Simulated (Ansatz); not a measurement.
The reference is MgO in the rock salt structure (space group Fm-3m, No. 225; a = 4.159 Å).

It is then changed as follows: cell and atoms relaxed at a pressure of 4.5 GPa.

Calculations: LDA, PAW, 420 eV (Ansatz, an electronic-structure program; spin-orbit coupling left out).

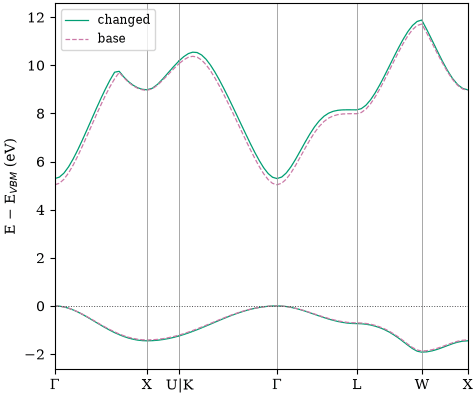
Figure: Highest valence and lowest conduction band along the path, each from its own valence-band maximum

Problem. Read the changed gap and its character from the plot.

Solution. About 5.3 eV, direct at Γ.

Load acts through the strain it causes; cell and atoms are relaxed under it. Whether these cells are dynamically stable was not tested.
